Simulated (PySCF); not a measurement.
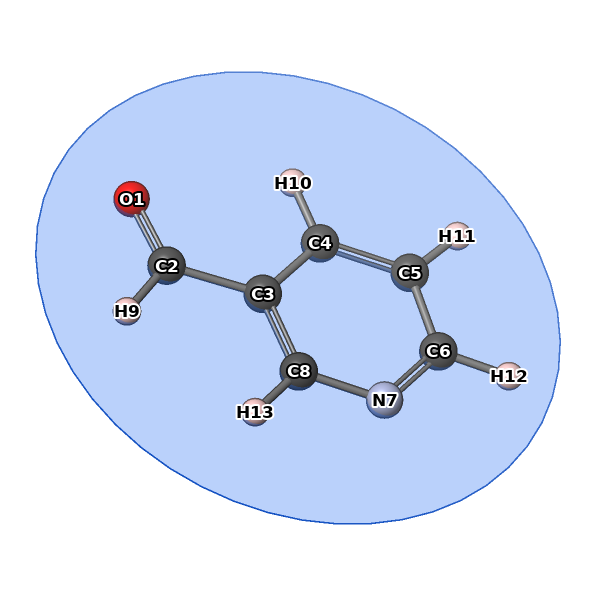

A disc through the centre of mass is drawn in. Distant atoms are faded towards the background colour. Computed geometry: PBE0-D3(BJ)/def2-SVP optimisation. No frequency run is at hand to confirm it as a minimum.

**Is the plane of the disc a mirror plane of the structure?**

Yes. The reflection leaves O1, C2, C3, C4, C5, C6, N7, C8, H9, H10, H11, H12, H13 in place. The point group is Cs.
